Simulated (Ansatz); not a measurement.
Swapping OH for F on Si: the HOMO–LUMO gap

On one Si centre that keeps H, n of the OH ligands are replaced by F. The HOMO–LUMO gap y in eV at wB97M-V/def2-TZVPP. Shapes, held fixed at every level: PBE0-D4/def2-TZVP. Flexible molecules stand in one conformer, not always the lowest. Programs: Ansatz 0.2.0.

| molecule | n | y (eV) |
| --- | --- | --- |
| SiH(OH)3 | 0 | 13.65 |
| SiH(OH)2F | 1 | 14.18 |
| SiH(OH)F2 | 2 | ? |
| SiHF3 | 3 | 16.26 |

Question: Fit y = c + s·n to the known rows and predict SiH(OH)F2.

Answer: 
1. Means of the 3 rows: n = 1.33333, y = 14.697.
2. Σ(Δn)² = 4.6667, Σ(Δn·Δy) = 4.1733, so the slope is 4.1733/4.6667 = 0.89427.
3. Intercept: 14.697 − (0.89427) × 1.33333 = 13.505. The largest residual of the fit is 0.22.
4. SiH(OH)F2: 13.505 + (0.89427) × 2 = 15.29 eV.

The run gave 14.91 eV, so the prediction is off by +0.38 eV, more than the scatter of the fit. The step per swap changes from +0.53 to +1.35 eV along the series, so a line misses the bend. Other levels give for SiH(OH)F2: PBE-D4/def2-TZVPP 8.17; r2SCAN-D4/def2-TZVPP 9.32; B3LYP-D4/def2-TZVPP 10.22 eV. Orbital gaps aren't excitation energies, and the LUMO depends on the basis.

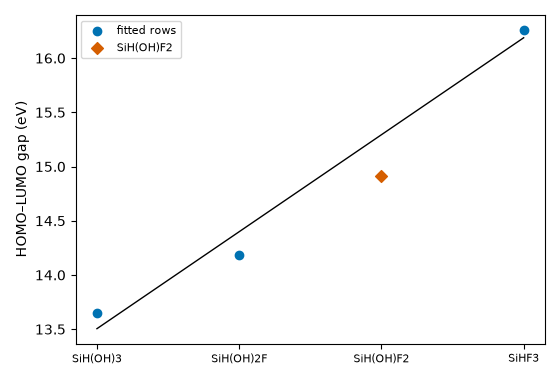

The fitted line, with the withheld member.
